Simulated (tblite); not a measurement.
Run report: C$_{3}$H$_{4}$F$_{4}$Ge, geometry relaxation (part 1 of 2)

The run: geometry relaxation of C$_{3}$H$_{4}$F$_{4}$Ge. Method and program: GFN2-xTB geometry optimisation, gas phase (tblite 0.8.0).

It belongs to a series of runs on one base structure; here: C replaced by Ge.

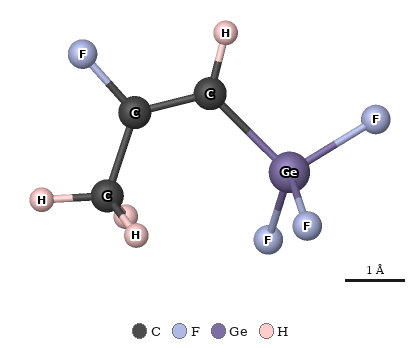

*The starting structure (ball-and-stick view, seen on its broad side). Sticks mark near contacts.*

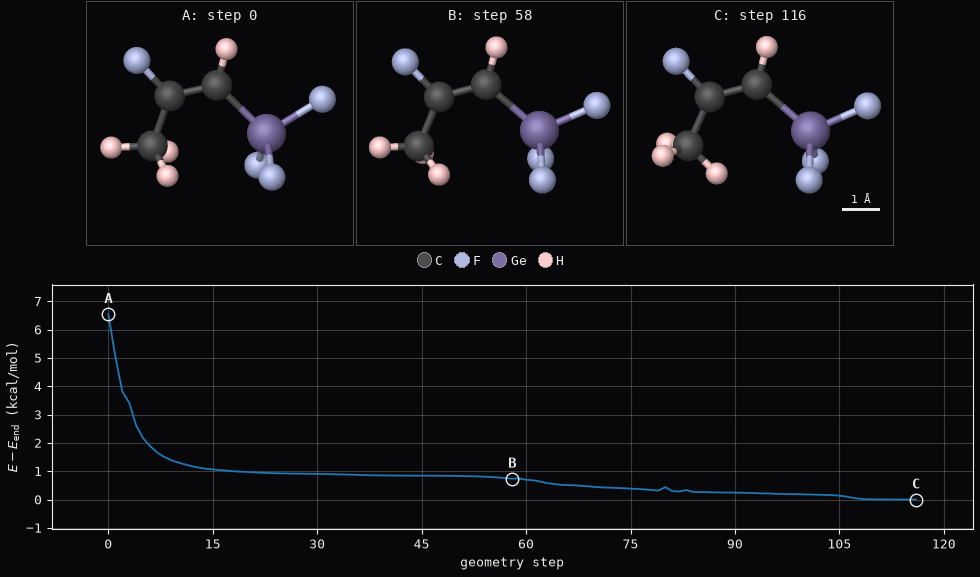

*Frames of the relaxation (ball-and-stick view, seen at a tilt) above the curves, on which the letters mark them (steps are counted from 0).*

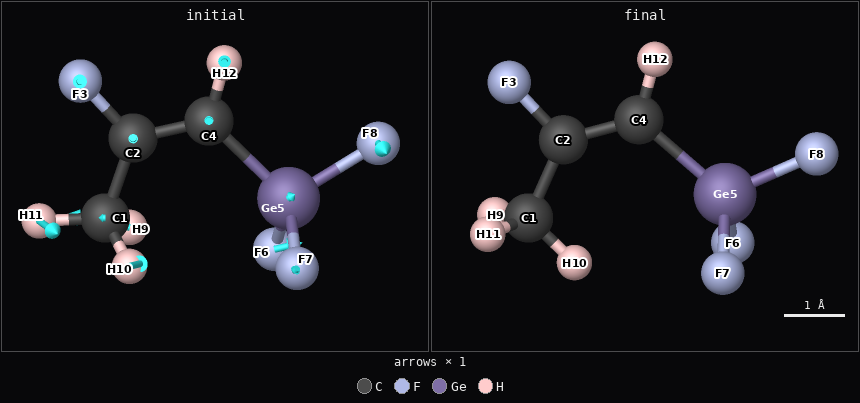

*Before (left) and after (right) the relaxation, at one scale (ball-and-stick view, seen at a tilt). The teal arrows give the displacements, at true length.*

Over 116 geometry steps the energy falls by 6.54 kcal/mol. Largest force component: 1 eV/Å at the start, 0.009 eV/Å at the end. H9 moves most after the best rigid fit: 1.12 Å. Largest moves by element: H 1.12 Å, F 0.52 Å, Ge 0.15 Å, C 0.13 Å. Among the contacts that change: Ge5–F8 1.787 → 1.714 Å, C1–H10 1.117 → 1.088 Å, Ge5–F6 1.752 → 1.724 Å, C4–Ge5 1.911 → 1.935 Å. Among the angles that change: C4–Ge5–F8 105.0° → 114.4°, C1–C2–C4 122.0° → 129.4°, C1–C2–F3 120.1° → 113.3°. (Atoms are counted from 1 in the order of the input.)

These pictures come from the run below.

## Input file
```
{"job": {"kind": "relax", "xc": "GFN2-xTB", "basis": "xTB"}, "charge": 0, "multiplicity": 1}
C     -1.362700    -0.797700     0.027900
C     -1.062100     0.668100     0.013600
F     -2.065300     1.563300     0.040900
C      0.176900     1.130200    -0.003400
Ge     1.675900    -0.055600    -0.008400
F      1.535200    -1.354700    -1.175900
F      1.979500    -0.781600     1.541000
F      3.065700     0.958700    -0.489300
H     -0.942700    -1.206100    -0.910700
H     -0.848300    -1.333600     0.861600
H     -2.466600    -0.983000     0.072600
H      0.315700     2.191300     0.004200
```

The first line tells a small driver script what to run in tblite; the rest is the geometry in Å.

Command:
```bash
OMP_NUM_THREADS=1 python <driver script> task.json out
```

## Output
```
step      E/eV     max force
  0    -800.37405    1.013
  1    -800.43809    0.667
  2    -800.49231    0.578
  3    -800.50964    0.491
  4    -800.54440    0.429
  5    -800.56397    0.386
  6    -800.57595    0.314
  7    -800.58565    0.295
  8    -800.59240    0.233
  9    -800.59740    0.213
 10    -800.60098    0.193
 11    -800.60402    0.170
 12    -800.60673    0.148
 13    -800.60898    0.139
 14    -800.61060    0.094
 15    -800.61170    0.096
 16    -800.61266    0.106
 17    -800.61365    0.120
 18    -800.61451    0.080
 19    -800.61512    0.062
 20    -800.61562    0.060
 21    -800.61618    0.099
 22    -800.61678    0.097
 23    -800.61725    0.056
 24    -800.61754    0.055
 25    -800.61776    0.042
 26    -800.61797    0.052
 27    -800.61813    0.034
 28    -800.61825    0.027
 29    -800.61835    0.033
 30    -800.61851    0.058
 31    -800.61874    0.072
 32    -800.61902    0.059
 33    -800.61926    0.041
 34    -800.61947    0.048
 35    -800.61973    0.061
 36    -800.62010    0.078
 37    -800.62047    0.061
 38    -800.62071    0.035
 39    -800.62084    0.025
 40    -800.62094    0.030
 41    -800.62104    0.032
 42    -800.62113    0.023
 43    -800.62119    0.019
 44    -800.62124    0.017
 45    -800.62127    0.019
 46    -800.62130    0.017
 47    -800.62134    0.016
 48    -800.62139    0.022
 49    -800.62148    0.032
 50    -800.62162    0.043
 51    -800.62184    0.050
 52    -800.62212    0.042
 53    -800.62241    0.045
 54    -800.62275    0.064
 55    -800.62325    0.085
 56    -800.62401    0.103
 57    -800.62497    0.122
 58    -800.62592    0.101
 59    -800.62556    0.148
 60    -800.62747    0.155
 61    -800.62832    0.090
 62    -800.63018    0.075
 63    -800.63260    0.151
 64    -800.63393    0.152
 65    -800.63532    0.102
 66    -800.63577    0.048
 67    -800.63602    0.048
 68    -800.63689    0.064
 69    -800.63760    0.073
 70    -800.63860    0.081
 71    -800.63923    0.061
 72    -800.63955    0.110
 73    -800.64009    0.063
 74    -800.64050    0.091
 75    -800.64110    0.065
 76    -800.64162    0.076
 77    -800.64226    0.073
 78    -800.64311    0.082
 79    -800.64412    0.094
 80    -800.63882    0.386
 81    -800.64498    0.060
 82    -800.64542    0.052
 83    -800.64329    0.283
 84    -800.64616    0.049
 85    -800.64648    0.033
 86    -800.64641    0.109
 87    -800.64686    0.020
 88    -800.64696    0.022
 89    -800.64710    0.024
 90    -800.64718    0.020
 91    -800.64741    0.040
 92    -800.64759    0.043
 93    -800.64802    0.063
 94    -800.64844    0.079
 95    -800.64851    0.088
 96    -800.64910    0.052
 97    -800.64930    0.048
 98    -800.64949    0.034
 99    -800.64963    0.033
100    -800.64993    0.031
101    -800.65019    0.036
102    -800.65045    0.058
103    -800.65069    0.077
104    -800.65108    0.079
105    -800.65191    0.120
106    -800.65327    0.111
107    -800.65530    0.127
108    -800.65670    0.077
109    -800.65742    0.042
110    -800.65753    0.030
111    -800.65756    0.028
112    -800.65765    0.025
113    -800.65771    0.016
114    -800.65776    0.011
115    -800.65780    0.011
116    -800.65782    0.010
```

## Trajectory as extended XYZ (Å, eV, eV/Å), 18 of the 117 frames kept, from step=0 to step=116
```
12
Properties=species:S:1:pos:R:3:forces:R:3 step=0 energy=-800.37405
C    -1.3627   -0.7977    0.0279   -0.7880  -0.2300  -0.1520
C    -1.0621    0.6681    0.0136   -0.1780  -0.5510   0.3830
F    -2.0653    1.5633    0.0409    0.0530  -0.5740  -0.0490
C     0.1769    1.1302   -0.0034   -0.1900   0.4220   0.0600
Ge    1.6759   -0.0556   -0.0084    0.6090   0.5860  -0.3670
F     1.5352   -1.3547   -1.1759    0.2240   0.1040   0.2810
F     1.9795   -0.7816    1.5410    0.1330  -0.0960  -0.2220
F     3.0657    0.9587   -0.4893   -0.3090  -0.6170   0.2450
H    -0.9427   -1.2061   -0.9107   -0.4420  -0.0080   0.3840
H    -0.8483   -1.3336    0.8616   -0.4710   0.5810  -0.4800
H    -2.4666   -0.9830    0.0726    1.0080   0.0990  -0.0280
H     0.3157    2.1913    0.0042    0.3500   0.2830  -0.0540
12
Properties=species:S:1:pos:R:3:forces:R:3 step=7 energy=-800.58565
C    -1.3931   -0.7979    0.0099    0.0710  -0.0180   0.0440
C    -1.0575    0.6529    0.0354   -0.2230  -0.1370  -0.1370
F    -2.1218    1.4620    0.0479    0.0170   0.1210   0.0210
C     0.1633    1.1793    0.0167   -0.1440   0.0210  -0.0470
Ge    1.6888    0.0165   -0.0266    0.1710   0.1220  -0.0600
F     1.6080   -1.3186   -1.1050    0.0520  -0.0620  -0.0700
F     2.0250   -0.7895    1.4485    0.1020  -0.0730   0.0990
F     3.1170    0.8607   -0.4609    0.1130  -0.0730   0.0350
H    -1.0172   -1.2476   -0.9126   -0.0400   0.0140   0.0960
H    -0.9014   -1.2864    0.8523   -0.0250  -0.0890  -0.0430
H    -2.4655   -0.9711    0.0721    0.0400   0.1500   0.0180
H     0.3556    2.2391   -0.0036   -0.1330   0.0240   0.0460
12
Properties=species:S:1:pos:R:3:forces:R:3 step=14 energy=-800.61060
C    -1.4076   -0.7975    0.0128   -0.0380  -0.0800   0.0140
C    -1.0724    0.6471    0.0235    0.0100  -0.0760  -0.0550
F    -2.1335    1.4643    0.0480    0.0780   0.0250   0.0070
C     0.1456    1.1810   -0.0038   -0.0030  -0.0040   0.0470
Ge    1.7147    0.0422   -0.0328    0.0470  -0.0470   0.0090
F     1.6454   -1.3092   -1.1074   -0.0040   0.0600  -0.0200
F     2.0685   -0.7945    1.4375   -0.0080   0.0680  -0.0280
F     3.1873    0.8221   -0.4427   -0.0030  -0.0010   0.0290
H    -1.0415   -1.2661   -0.9011   -0.0510   0.0320  -0.0300
H    -0.9187   -1.3025    0.8454   -0.0170   0.0030   0.0520
H    -2.4827   -0.9348    0.0848   -0.0220  -0.0110   0.0000
H     0.2962    2.2471    0.0097    0.0120   0.0300  -0.0250
12
Properties=species:S:1:pos:R:3:forces:R:3 step=20 energy=-800.61562
C    -1.4209   -0.8068    0.0159   -0.0200   0.0030  -0.0040
C    -1.0654    0.6332    0.0176   -0.0050   0.0260   0.0400
F    -2.1117    1.4689    0.0453   -0.0470   0.0040  -0.0130
C     0.1506    1.1723    0.0001    0.0010  -0.0170  -0.0160
Ge    1.7277    0.0503   -0.0355    0.0230  -0.0520   0.0190
F     1.6539   -1.2886   -1.1232   -0.0020   0.0340  -0.0140
F     2.0806   -0.7755    1.4365   -0.0080   0.0200   0.0000
F     3.2086    0.8139   -0.4263    0.0280   0.0390   0.0000
H    -1.0678   -1.2702   -0.9056   -0.0190  -0.0400   0.0200
H    -0.9347   -1.3082    0.8534   -0.0150  -0.0230  -0.0300
H    -2.4984   -0.9324    0.0913    0.0170   0.0170   0.0080
H     0.2788    2.2426    0.0045    0.0460  -0.0110  -0.0100
12
Properties=species:S:1:pos:R:3:forces:R:3 step=27 energy=-800.61813
C    -1.4331   -0.8103    0.0190    0.0100   0.0160   0.0010
C    -1.0647    0.6280    0.0195    0.0140   0.0110  -0.0030
F    -2.1097    1.4676    0.0401    0.0050  -0.0070  -0.0040
C     0.1541    1.1628   -0.0022    0.0070  -0.0100  -0.0070
Ge    1.7408    0.0520   -0.0341   -0.0310   0.0150   0.0000
F     1.6612   -1.2678   -1.1426    0.0230  -0.0080  -0.0020
F     2.0872   -0.7634    1.4433    0.0090  -0.0210   0.0000
F     3.2234    0.8246   -0.4137   -0.0130   0.0150   0.0070
H    -1.0912   -1.2832   -0.9019   -0.0170   0.0030  -0.0060
H    -0.9480   -1.3218    0.8502   -0.0080   0.0020   0.0070
H    -2.5116   -0.9218    0.1004    0.0130   0.0080   0.0100
H     0.2928    2.2327   -0.0040   -0.0120  -0.0240  -0.0030
12
Properties=species:S:1:pos:R:3:forces:R:3 step=34 energy=-800.61947
C    -1.4399   -0.8106    0.0236   -0.0220   0.0060   0.0020
C    -1.0618    0.6238    0.0154   -0.0010   0.0100   0.0100
F    -2.1051    1.4658    0.0316    0.0100   0.0190  -0.0090
C     0.1582    1.1532   -0.0109   -0.0010   0.0100   0.0260
Ge    1.7442    0.0465   -0.0305   -0.0060   0.0270  -0.0150
F     1.6931   -1.2588   -1.1544    0.0140  -0.0280  -0.0070
F     2.0974   -0.7765    1.4401    0.0010  -0.0230   0.0030
F     3.2120    0.8504   -0.3959    0.0130   0.0140   0.0070
H    -1.1193   -1.2870   -0.9030    0.0000  -0.0130   0.0120
H    -0.9570   -1.3273    0.8528    0.0230   0.0080  -0.0160
H    -2.5180   -0.9023    0.1194   -0.0340  -0.0340   0.0010
H     0.2973    2.2223   -0.0142    0.0040   0.0050  -0.0130
12
Properties=species:S:1:pos:R:3:forces:R:3 step=41 energy=-800.62104
C    -1.4564   -0.8085    0.0308    0.0010  -0.0150   0.0010
C    -1.0632    0.6222    0.0123   -0.0160  -0.0040   0.0050
F    -2.0972    1.4755    0.0164   -0.0120   0.0130  -0.0090
C     0.1604    1.1430   -0.0109   -0.0030  -0.0050  -0.0130
Ge    1.7508    0.0427   -0.0306    0.0310  -0.0040  -0.0040
F     1.7405   -1.2562   -1.1661   -0.0030   0.0110   0.0040
F     2.1079   -0.8019    1.4285   -0.0100   0.0000  -0.0070
F     3.2044    0.8880   -0.3698   -0.0080  -0.0110   0.0090
H    -1.1567   -1.2935   -0.8981    0.0040   0.0080  -0.0180
H    -0.9588   -1.3279    0.8489    0.0130   0.0050   0.0130
H    -2.5338   -0.8958    0.1448   -0.0040  -0.0030   0.0140
H     0.3033    2.2117   -0.0320    0.0080   0.0030   0.0050
```
